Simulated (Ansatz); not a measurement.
# Alloy of ZnSiP2 and CdSiP2 (3 of 16 Zn sites exchanged), 64 atoms, part 2 of 2

Ansatz 0.2.0, PAW. Earlier steps stand in the parts before.

## (3) Single point with HSE06

File in.yaml:

```yaml
crystal:
  lattice:
    - [10.812878, -0.000054, -0.000017]
    - [-0.000054, 10.802460, -0.000017]
    - [-0.000016, -0.000016, 10.470875]
  atoms:
    - { symbol: Zn, position: [0.999846, 0.999815, 0.001267] }
    - { symbol: Zn, position: [0.997887, 0.501657, 0.002398] }
    - { symbol: Zn, position: [0.501244, 0.498766, 0.003127] }
    - { symbol: Zn, position: [0.000669, 0.249701, 0.250421] }
    - { symbol: Zn, position: [0.998604, 0.747731, 0.249541] }
    - { symbol: Zn, position: [0.498307, 0.251014, 0.252637] }
    - { symbol: Zn, position: [0.503095, 0.748839, 0.250861] }
    - { symbol: Zn, position: [0.246733, 0.999709, 0.750603] }
    - { symbol: Zn, position: [0.752302, 0.000493, 0.749522] }
    - { symbol: Zn, position: [0.749848, 0.499409, 0.750808] }
    - { symbol: Zn, position: [0.248160, 0.248390, 0.499448] }
    - { symbol: Zn, position: [0.749241, 0.250287, 0.500489] }
    - { symbol: Zn, position: [0.749179, 0.750101, 0.500596] }
    - { symbol: Cd, position: [0.499145, 0.001505, 0.002043] }
    - { symbol: Cd, position: [0.253281, 0.499257, 0.753172] }
    - { symbol: Cd, position: [0.252351, 0.753205, 0.500175] }
    - { symbol: Si, position: [0.997505, 0.003002, 0.499953] }
    - { symbol: Si, position: [0.995730, 0.497870, 0.498693] }
    - { symbol: Si, position: [0.503458, 0.002710, 0.500460] }
    - { symbol: Si, position: [0.504905, 0.497485, 0.496986] }
    - { symbol: Si, position: [0.247743, 0.001882, 0.251268] }
    - { symbol: Si, position: [0.250101, 0.498201, 0.248693] }
    - { symbol: Si, position: [0.752533, 0.000897, 0.251266] }
    - { symbol: Si, position: [0.750648, 0.500242, 0.248959] }
    - { symbol: Si, position: [0.247622, 0.250905, 0.999539] }
    - { symbol: Si, position: [0.248323, 0.750377, 0.001899] }
    - { symbol: Si, position: [0.752910, 0.252350, 0.000585] }
    - { symbol: Si, position: [0.752814, 0.748307, 0.000646] }
    - { symbol: Si, position: [0.997543, 0.248107, 0.750188] }
    - { symbol: Si, position: [0.995850, 0.751791, 0.750391] }
    - { symbol: Si, position: [0.502410, 0.250269, 0.748325] }
    - { symbol: Si, position: [0.505395, 0.751443, 0.750990] }
    - { symbol: P, position: [0.133152, 0.125082, 0.124551] }
    - { symbol: P, position: [0.131928, 0.623259, 0.125079] }
    - { symbol: P, position: [0.639920, 0.132940, 0.132661] }
    - { symbol: P, position: [0.633895, 0.624785, 0.124774] }
    - { symbol: P, position: [0.115952, 0.124513, 0.624955] }
    - { symbol: P, position: [0.103865, 0.623944, 0.624593] }
    - { symbol: P, position: [0.620594, 0.124915, 0.625964] }
    - { symbol: P, position: [0.617359, 0.623362, 0.624204] }
    - { symbol: P, position: [0.366122, 0.373150, 0.123837] }
    - { symbol: P, position: [0.359702, 0.868506, 0.134195] }
    - { symbol: P, position: [0.869009, 0.376102, 0.125748] }
    - { symbol: P, position: [0.867570, 0.874219, 0.125268] }
    - { symbol: P, position: [0.374217, 0.116496, 0.375678] }
    - { symbol: P, position: [0.381388, 0.609657, 0.368921] }
    - { symbol: P, position: [0.873849, 0.119524, 0.375834] }
    - { symbol: P, position: [0.872854, 0.616784, 0.374549] }
    - { symbol: P, position: [0.124611, 0.382637, 0.375585] }
    - { symbol: P, position: [0.115961, 0.889558, 0.369157] }
    - { symbol: P, position: [0.627854, 0.381380, 0.373259] }
    - { symbol: P, position: [0.625566, 0.883506, 0.374627] }
    - { symbol: P, position: [0.115211, 0.362226, 0.881470] }
    - { symbol: P, position: [0.123508, 0.866354, 0.874836] }
    - { symbol: P, position: [0.624716, 0.367091, 0.875924] }
    - { symbol: P, position: [0.634078, 0.862907, 0.870922] }
    - { symbol: P, position: [0.389879, 0.368441, 0.616353] }
    - { symbol: P, position: [0.391592, 0.883235, 0.633478] }
    - { symbol: P, position: [0.880408, 0.373084, 0.625284] }
    - { symbol: P, position: [0.881246, 0.876529, 0.623717] }
    - { symbol: P, position: [0.367408, 0.139644, 0.867195] }
    - { symbol: P, position: [0.383556, 0.640977, 0.883466] }
    - { symbol: P, position: [0.873897, 0.131111, 0.875888] }
    - { symbol: P, position: [0.875149, 0.631632, 0.875547] }
kpoints:
  mp_grid: { grid: [1, 1, 1] }
hamiltonian:
  xc: hse06
scf:
  occupations: { method: fermi_dirac, width: 0.01 }
output:
  forces: true
  eigenvalues: true
  populations: true
  eigenstates: { kpoints: [[0, 0, 0]], e_range: [-6.0, 6.0], localisation: true }
  write_density: true
  write_potential: true
  elf: true
  volumetric_format: npy
```

The run is started by

```bash
> ansatz run in.yaml --threads 2 --pin off --max-ram 30400MiB --runs-dir r --events-out ev --progress --plain --backend cuda --devices 0, --max-vram 18GiB
```

What it wrote:

```text
Pseudopotentials: kind: paw
Functional definition: HSE06
  parameter a = 0.25
  parameter omega = 0.11/bohr
  exchange = pbe_x - a*pbe_x_sr(omega) + a*exact_x_sr(omega)
  correlation = pbe_c
Crystal: 64 atoms, lattice volume = 1223.058 Å³
Basis set: ecut = 420 eV, 23915 PW (Γ), exchange–correlation on 150×150×144 points (8 copies of the dense FFT grid, shifted against one another)
Bands: 284, of which v1, the nominal top of the filled ones, is band 220 counted from 1 (219 counted from 0)
Symmetry: 1 space group operations
Space group: P1 (ITA 1), of the structure as read, at distance tolerance 1.1e-4 Å
k-points: 1
Non-local potential: Zn, projectors of the file, l = 0: 2, l = 1: 2, l = 2: 3, l = 3: 1
Non-local potential: Cd, projectors of the file, l = 0: 3, l = 1: 2, l = 2: 2, l = 3: 1
Non-local potential: Si, projectors of the file, l = 0: 2, l = 1: 2, l = 2: 2
Non-local potential: P, projectors of the file, l = 0: 2, l = 1: 2, l = 2: 2
PAW form: soft (Blöchl's): semilocal exchange-correlation on the pseudo side does not see the compensation charge
PAW frozen core: Zn, regenerated for the run's functional, and the local potential with it (the file was generated under x = pbe(κ = 0.804, μ = 0.2195149727645171), c = pbe(β = 0.06672455060314922))
PAW frozen core: Cd, regenerated for the run's functional, and the local potential with it (the file was generated under x = pbe(κ = 0.804, μ = 0.2195149727645171), c = pbe(β = 0.06672455060314922))
PAW frozen core: Si, regenerated for the run's functional, and the local potential with it (the file was generated under x = pbe(κ = 0.804, μ = 0.2195149727645171), c = pbe(β = 0.06672455060314922))
PAW frozen core: P, regenerated for the run's functional, and the local potential with it (the file was generated under x = pbe(κ = 0.804, μ = 0.2195149727645171), c = pbe(β = 0.06672455060314922))
PAW one-centre angular grid: Zn, 590 points (default); XC on 64 Gauss nodes
PAW one-centre angular grid: Cd, 590 points (default); XC on 64 Gauss nodes
PAW one-centre angular grid: Si, 110 points (default); XC on 64 Gauss nodes
PAW one-centre angular grid: P, 110 points (default); XC on 64 Gauss nodes
Initial density: superposition of atomic densities (neutral atoms: chi_scale 0, normalization atom), corrected by the library's trained network
Initial wavefunctions: pseudopotential atomic-orbital guess
Functional: x = pbe(κ = 0.804, μ = 0.2195149727645171), c = pbe(β = 0.06672455060314922), warm-up for x = pbe(κ = 0.804, μ = 0.2195149727645171) + 0.25 (exact − pbe) at short range (hse, ω = 0.20786987370883472 Å⁻¹), c = pbe(β = 0.06672455060314922); HSE06 as pw.x's `hse` composes it (authors' and Libxc's form: `xc: wpbeh`)
SCF iter   1: F=—  HF=-102280.115894 eV  |F-HF|=—  |Δ(HF+E_count)|=         —  Δρ=2.69e-3  dr2=9.70e-2  ethr=1.77e-3  ⟨swp⟩=20.0  Hψ=1707  notcnv=5
preconditioner: auto → none  [insulator: Δε(μ)=1.269 eV  Ē_g=9.459 eV  σ=0.010 eV  W_gap=1.00  n_scr=250 (ndim 8)  ℏωp=21.7 eV  f_vac=0.000  D(μ)=0.00/eV (n_scr^D=0)]
SCF iter   2: F=—  HF=-102280.142007 eV  |F-HF|=—  |Δ(HF+E_count)|=   2.61e-2  Δρ=1.00e-3  dr2=9.79e-3  ethr=2.20e-5  ⟨swp⟩=13.0  Hψ=1049  notcnv=0  defer=3
SCF iter   3: F=—  HF=-102280.141941 eV  |F-HF|=—  |Δ(HF+E_count)|=   6.58e-5  Δρ=4.83e-4  dr2=2.41e-3  ethr=2.22e-6  ⟨swp⟩=9.0  Hψ=862  notcnv=0  defer=3
SCF iter   4: F=—  HF=-102280.142157 eV  |F-HF|=—  |Δ(HF+E_count)|=   2.16e-4  Δρ=1.55e-4  dr2=3.15e-4  ethr=5.49e-7  ⟨swp⟩=7.0  Hψ=697  notcnv=0  defer=3
iter 5 solved again at ethr=3.76e-9 eV; its pass at ethr=7.16e-8 eV (dr2=1.65e-5 eV) is discarded
SCF iter   5: F=-102280.142204 eV  HF=-102280.142203 eV  |F-HF|=4.07e-7  |Δ(HF+E_count)|=   4.62e-5  Δρ=3.69e-5  dr2=1.72e-5  ethr=3.76e-9  ⟨swp⟩=5.0  Hψ=1194  notcnv=0  defer=3
SCF 1 stopped early in 5 iterations: F = -102280.142204 eV  dr2 = 1.72e-5
Initial density: handed on by an earlier stage of this run
Initial wavefunctions: those handed on with the density
Functional: x = pbe(κ = 0.804, μ = 0.2195149727645171) + 0.25 (exact − pbe) at short range (hse, ω = 0.20786987370883472 Å⁻¹), c = pbe(β = 0.06672455060314922); HSE06 as pw.x's `hse` composes it (authors' and Libxc's form: `xc: wpbeh`)
Exchange kernel: α = 0.2500, screened, ω = 0.2079 Å⁻¹, Wigner–Seitz truncation, v(0) = 936.3391 eV·Å³, q-mesh 1×1×1, nearest image of the exchange supercell L = 10.47 Å, pair-density grid 50×50×48, without the augmentation charges, whose exchange is taken in its separable form (sized by the pseudopotential files, 75×75×72 at the most)
Frozen-core exchange: fock
SCF iter   1: F=—  HF=-102316.783619 eV  |F-HF|=—  |Δ(HF+E_count)|=         —  Δρ=1.55e-2  dr2=1.85e0  ethr=3.92e-8  ⟨swp⟩=20.0  Hψ=2141  notcnv=1
preconditioner: auto → none  [insulator: Δε(μ)=1.935 eV  Ē_g=11.519 eV  σ=0.010 eV  W_gap=1.00  n_scr=250 (ndim 8)  ℏωp=21.7 eV  f_vac=0.000  D(μ)=0.00/eV (n_scr^D=0)]
SCF iter   2: F=—  HF=-102316.366354 eV  |F-HF|=—  |Δ(HF+E_count)|=   4.17e-1  Δρ=4.06e-3  dr2=2.83e-1  ethr=3.92e-8  ⟨swp⟩=11.0  Hψ=1622  notcnv=0
SCF iter   3: F=—  HF=-102316.188473 eV  |F-HF|=—  |Δ(HF+E_count)|=   1.78e-1  Δρ=2.48e-3  dr2=5.43e-2  ethr=3.92e-8  ⟨swp⟩=6.0  Hψ=1439  notcnv=0
SCF iter   4: F=—  HF=-102316.188622 eV  |F-HF|=—  |Δ(HF+E_count)|=   1.49e-4  Δρ=6.35e-4  dr2=4.36e-2  ethr=3.92e-8  ⟨swp⟩=5.0  Hψ=1248  notcnv=0
[... 3 lines left out ...]
SCF iter   8: F=-102316.387252 eV  HF=-102316.387267 eV  |F-HF|=1.47e-5  |Δ(HF+E_count)|=   3.51e-4  Δρ=4.24e-5  dr2=4.45e-5  ethr=3.92e-8  ⟨swp⟩=4.0  Hψ=745  notcnv=0
SCF 2 stopped early in 8 iterations: F = -102316.387252 eV  dr2 = 4.45e-5
  Residual-converged pass: ⟨swp⟩=4.0  Hψ=812  notcnv=0  max |occ|·‖R‖ = 5.9e-6 eV (tolerance 6.7e-6 eV)  dr2=4.50e-5  dr2_onsite=3.24e-6  max |Δocc| = 0.0e0
[... from here the SCF cycle lines were not kept, up to the last twenty ...]
hybrid outer 1: dexx = +2.278e-1 eV, tail = 4.83e-4 eV
SCF iter   1: F=—  HF=-102316.381071 eV  |F-HF|=—  |Δ(HF+E_count)|=         —  Δρ=4.72e-5  dr2=6.94e-5  ethr=5.49e-7  ⟨swp⟩=20.0  Hψ=761  notcnv=0
preconditioner: auto → none  [insulator: Δε(μ)=1.954 eV  Ē_g=11.297 eV  σ=0.010 eV  W_gap=1.00  n_scr=250 (ndim 8)  ℏωp=21.7 eV  f_vac=0.000  D(μ)=0.00/eV (n_scr^D=0)]
SCF iter   2: F=—  HF=-102316.381061 eV  |F-HF|=—  |Δ(HF+E_count)|=   1.05e-5  Δρ=2.22e-5  dr2=8.30e-6  ethr=1.47e-8  ⟨swp⟩=3.0  Hψ=686  notcnv=0
[... 3 lines of SCF cycles left out ...]
SCF iter   6: F=—  HF=-102316.381075 eV  |F-HF|=—  |Δ(HF+E_count)|=   3.88e-7  Δρ=1.98e-6  dr2=9.31e-8  ethr=3.19e-11  ⟨swp⟩=7.0  Hψ=887  notcnv=0  defer=12
SCF iter   7: F=-102316.381075 eV  HF=-102316.381075 eV  |F-HF|=3.39e-9  |Δ(HF+E_count)|=   2.24e-8  Δρ=7.16e-7  dr2=8.20e-9  ethr=2.02e-11  ⟨swp⟩=5.0  Hψ=576  notcnv=0  defer=7
SCF 3 converged in 7 iterations: F = -102316.381075 eV  dr2 = 8.20e-9
  Residual-converged pass: ⟨swp⟩=3.0  Hψ=678  notcnv=0  max |occ|·‖R‖ = 1.9e-6 eV (tolerance 2.5e-6 eV)  dr2=7.79e-9  dr2_onsite=8.32e-10  max |Δocc| = 0.0e0
hybrid outer 2: dexx = +1.785e-5 eV, tail = 1.28e-7 eV, Δε = 5.53e-3 eV (about 1.19e-4 eV left of the loop's levels), ΔF = 1.14e-2 eV/Å (tail 1.29e-3)
SCF iter   1: F=—  HF=-102316.381073 eV  |F-HF|=—  |Δ(HF+E_count)|=         —  Δρ=1.14e-6  dr2=1.33e-8  ethr=1.46e-10  ⟨swp⟩=20.0  Hψ=968  notcnv=4
preconditioner: auto → none  [insulator: Δε(μ)=1.954 eV  Ē_g=11.296 eV  σ=0.010 eV  W_gap=1.00  n_scr=250 (ndim 8)  ℏωp=21.7 eV  f_vac=0.000  D(μ)=0.00/eV (n_scr^D=0)]
SCF iter   2: F=-102316.381073 eV  HF=-102316.381073 eV  |F-HF|=9.31e-10  |Δ(HF+E_count)|=   3.09e-9  Δρ=3.56e-7  dr2=2.01e-9  ethr=6.38e-12 (applied; sched 2.88e-12)  ⟨swp⟩=4.0  Hψ=507  notcnv=0  defer=1
SCF 4 converged in 2 iterations: F = -102316.381073 eV  dr2 = 2.01e-9
  Residual-converged pass: ⟨swp⟩=3.0  Hψ=582  notcnv=0  max |occ|·‖R‖ = 2.4e-6 eV (tolerance 2.8e-6 eV)  dr2=2.12e-9  dr2_onsite=1.41e-10  max |Δocc| = 0.0e0
hybrid outer 3: dexx = +2.611e-9 eV, tail = 4.31e-9 eV, Δε = 6.97e-5 eV (about 1.79e-5 eV left of the loop's levels), ΔF = 5.75e-5 eV/Å (tail 1.57e-4)
NSCF: frozen V_eff on 1 k-points
hybrid SCF converged: 3 outer / 17 inner (+5 warm-up), last move |dexx| = 2.61e-9 eV, tail = 4.31e-9 eV
Stability not checked: this state was not tested for a lower state beside it, because the functional holds exact exchange (a hybrid, or Hartree-Fock), whose exchange loop this test does not read (fock_operator; see scf.lower_state_search)
Free energy (F): -102316.381073 eV
Harris-Foulkes:  -102316.381073 eV  (|F-HF|=9.31e-10)
Internal energy: -102316.381073 eV  (E = F + TS)
E sigma→0 (E₀):  -102316.381073 eV
Fermi energy:    7.711407 eV
--- Per-component energies (eV) ---
  E_band       = -1747.221541
  E_kinetic    = 6163.267370
  E_local      = -43074.870810  (includes V_loc(G=0)·N_el)
  E_nonlocal   = 9571.247748
  E_hartree    = 18769.729778
  E_xc         = -4183.941553
  E_vxc        = -3286.532547  (∫ρ·V_xc dr)
  E_exx        = -1160.589863  (= α·E_x^exact, valence–valence)
  E_paw        = -62327.317817  (= ΣΔE_a)
  E_vpaw       = -6338.607379  (= ΣTr[D̂ρ^β])
  E_aug_tail   = -0.004463  (compensation charges beyond the density's cutoff)
  E_ewald      = -26077.057393
  E_core_change = 3.155924  (= ΣΔE_core)
  E_smearing   = -0.000000  (= −TS)
  E_closure    = 0.000006  (closes the sum)
  Σ components = -102316.381073   (vs F -102316.381073, Δ=0.00e0)
--- Forces (eV/Å), atoms counted from 1 ---
  atom   1  Zn     0.00244901    -0.00875549    -0.02225399
  atom   2  Zn     0.00338607    -0.02046821    -0.04956082
  atom   3  Zn     0.01656583    -0.02061597    -0.01367813
  atom   4  Zn    -0.01915379    -0.00167454    -0.03183777
  atom   5  Zn    -0.02319583     0.00525740    -0.02661875
  atom   6  Zn    -0.01412280     0.01071496    -0.02285876
  atom   7  Zn    -0.02259066     0.00211700    -0.03659828
  atom   8  Zn    -0.02789230     0.00559757    -0.02664517
  atom   9  Zn    -0.02063712     0.00628308    -0.02796171
  atom  10  Zn    -0.01019070     0.00614458    -0.01989924
  atom  11  Zn    -0.00091145    -0.01846805    -0.02934960
  atom  12  Zn     0.00548045    -0.01905496    -0.03504702
  atom  13  Zn     0.00923996    -0.00727987    -0.02631480
  atom  14  Cd    -0.02737237    -0.03488268    -0.03933593
  atom  15  Cd    -0.03050373    -0.03118712    -0.04860901
  atom  16  Cd    -0.02370621    -0.04535756    -0.04588658
  atom  17  Si    -0.06671376    -0.06342385    -0.02697248
  atom  18  Si    -0.09080074    -0.02088971     0.00218867
  atom  19  Si    -0.06652014    -0.05526423     0.00567645
  atom  20  Si    -0.12793106    -0.07254646    -0.01760191
  atom  21  Si    -0.07219801    -0.11905886    -0.02347966
  atom  22  Si    -0.02866360    -0.08892367    -0.01339492
  atom  23  Si    -0.05870216    -0.05593453     0.00077199
  atom  24  Si    -0.04536920    -0.08840088    -0.00613994
  atom  25  Si    -0.10213066    -0.06179464    -0.02664477
  atom  26  Si    -0.07608864    -0.04616470     0.02419053
  atom  27  Si    -0.07475832    -0.06003890     0.00497513
  atom  28  Si    -0.09266585    -0.04186525    -0.03637547
  atom  29  Si    -0.05410844    -0.07917612     0.01410602
  atom  30  Si    -0.04594228    -0.12299364    -0.03366125
  atom  31  Si    -0.06637513    -0.07772688    -0.03442497
  atom  32  Si    -0.02884721    -0.06745059    -0.00503345
  atom  33  P      0.47975375     0.02838406    -0.00076772
  atom  34  P      0.49843215     0.03343247     0.01211942
  atom  35  P      0.43550768    -0.02984871    -0.04256488
  atom  36  P      0.48476971     0.01734537     0.02153605
  atom  37  P     -0.43431614     0.04815635     0.04162651
  atom  38  P     -0.35226555     0.11210948     0.07732358
  atom  39  P     -0.41537467     0.06475599     0.01422665
  atom  40  P     -0.42327153     0.07820268     0.05123666
  atom  41  P     -0.43573110     0.07048233     0.02912543
  atom  42  P     -0.40732646     0.10899165     0.03895734
  atom  43  P     -0.41414699     0.06698432     0.01307838
  atom  44  P     -0.41421692     0.05496694     0.04071622
  atom  45  P      0.06173869    -0.41606558     0.04102049
  atom  46  P      0.08269167    -0.38751096     0.04791200
  atom  47  P      0.05679737    -0.43474374     0.02319754
  atom  48  P      0.06616163    -0.43838976     0.03360748
  atom  49  P      0.00957435     0.47942946     0.01574675
  atom  50  P      0.08118045     0.49124644     0.04711937
  atom  51  P      0.01507696     0.48491251    -0.00147495
  atom  52  P      0.02783870     0.49382559    -0.00181731
  atom  53  P      0.08589655    -0.37651870     0.01898353
  atom  54  P      0.05560247    -0.43160817     0.01017854
  atom  55  P      0.05409925    -0.42108631     0.03638692
  atom  56  P      0.09642776    -0.41310578     0.05061838
  atom  57  P      0.51776948     0.07425433     0.04199509
  atom  58  P      0.44034526    -0.03134209    -0.03203560
  atom  59  P      0.48377554     0.01579993     0.02042497
  atom  60  P      0.45198265     0.03493888     0.01991092
  atom  61  P      0.07216620     0.49996911     0.04542790
  atom  62  P     -0.02751630     0.43507774    -0.04999667
  atom  63  P      0.02778420     0.49847918     0.01132792
  atom  64  P      0.01977635     0.48175013    -0.00089793
  max |Σ_I F_I| component: 2.66e-5 eV/Å
--- Band table (eV) ---
  k-point 0: bands = [... 208 lower levels ..., "5.7598", "6.0040", "6.0395", "6.0605", "6.0927", "6.1383", "6.1641", "6.2029", "6.2952", "6.5865", "6.5961", "6.7345", "8.6884", "8.9418", "8.9528", "9.1780", "9.2097", "9.4176", "9.4442", "9.4563", "9.4818", "9.4902", "9.5585", "9.5854", ... 52 higher levels ...]
--- Löwdin populations: 64 sites ---
  site symbol       q [e]
     0     Zn     10.7114
     1     Zn     10.7057
[... 62 atoms left out ...]
  spilling = 0.013042 (of n_electrons = 440.000000)
```

Run time: 1.7 min. Hardware: 1 × NVIDIA H100 80GB HBM3 with 2 threads of AMD EPYC 7R13, shared host; peak host memory 3.2 GiB.

At the Γ point alone the filled levels end at 6.734 eV and the empty ones begin at 8.688 eV, a spacing of 1.95 eV.

The states next to the gap (eigenstates.tsv), from the top filled level:

| level (eV) | spin | filling | atoms sharing it | main element | its share | largest atom |
| --- | --- | --- | --- | --- | --- | --- |
| -0.44 | both | 2.00 | 27.5 | P | 0.72 | – |
| -0.15 | both | 2.00 | 51.7 | P | 0.72 | – |
| -0.14 | both | 2.00 | 50.8 | P | 0.72 | – |
| 0.00 | both | 2.00 | 47.5 | P | 0.74 | – |
| 1.95 | both | 0.00 | 59.3 | P | 0.39 | – |
| 2.21 | both | 0.00 | 58.9 | P | 0.40 | – |
| 2.22 | both | 0.00 | 58.5 | P | 0.40 | – |
| 2.44 | both | 0.00 | 58.7 | P | 0.55 | – |

On these atoms HSE06 leaves forces up to 0.52 eV/Å (on P57), as they were relaxed at another level of theory (and may have been on other k points).

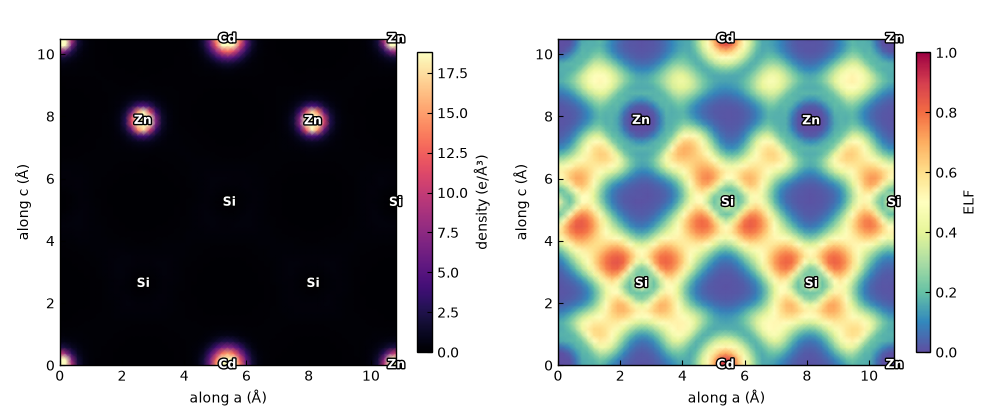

Density (left) and ELF (right) in a lattice plane of the grid's cell (edges 10.81 and 10.47 Å, at 0.000 of the third edge), which holds Zn and Cd and Si. Only atoms in the plane are labelled; the density scale stops at 18.78 e/Å³. Both are smooth fields of the valence electrons: close to the nuclei they are not physical.

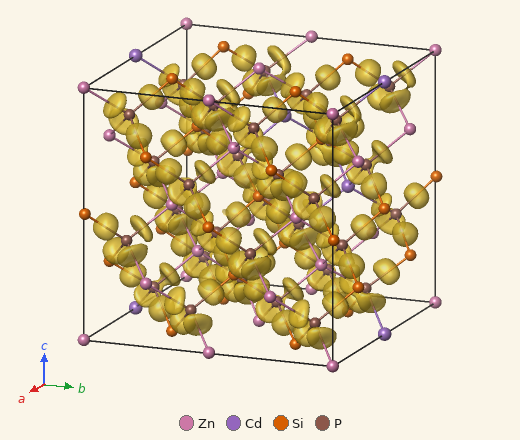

Surface of ELF = 0.85, drawn in one cell.

The highest ELF values outside the cores: 0.95 on the Si–P line, 1.0 Å from Si; 0.94 on the P–Zn line, 0.8 Å from P.

## (4) Results

What follows sums up all 2 parts. Changes of volume or cell count from the first structure of part 1.

| level | time | k points | top filled to lowest empty (eV) |
| --- | --- | --- | --- |
| PBEsol, relaxation | 36 s (GPU) | (¼, ¼, ¼) | 1.77 |
| HSE06 | 1.7 min (GPU) | Γ | 1.95 |

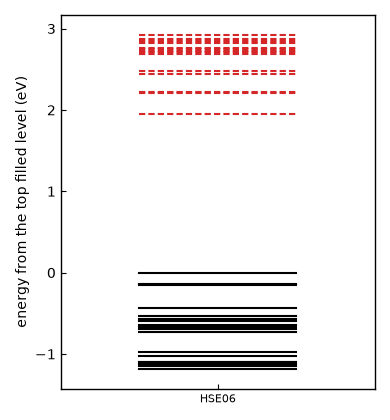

Levels near the gap by HSE06: filled black, empty red and dashed.

| quantity | value |
| --- | --- |
| relaxation | 5 recorded steps, 1.46 eV gained |
| largest shift | 0.15 Å (P35 and others alike) |
| relaxed cell | a = 10.813 Å, b = 10.802 Å, c = 10.471 Å, α = 90.00°, β = 90.00°, γ = 90.00° |
| mean bonds | Cd–P 2.495, P–Si 2.255, P–Zn 2.355 Å |

**What this shows.** Relaxation gains 1.46 eV, with shifts up to 0.15 Å (P35 and others alike), while the volume changes by -0.0 %. The mean lengths of the listed bonds run from P–Si 2.26 Å to Cd–P 2.50 Å. The relaxation ran on other k points, so part of any difference from the later rows can come from the mesh. With one k point the spacing samples only the states that fold onto it, so it can exceed the gap over the zone.
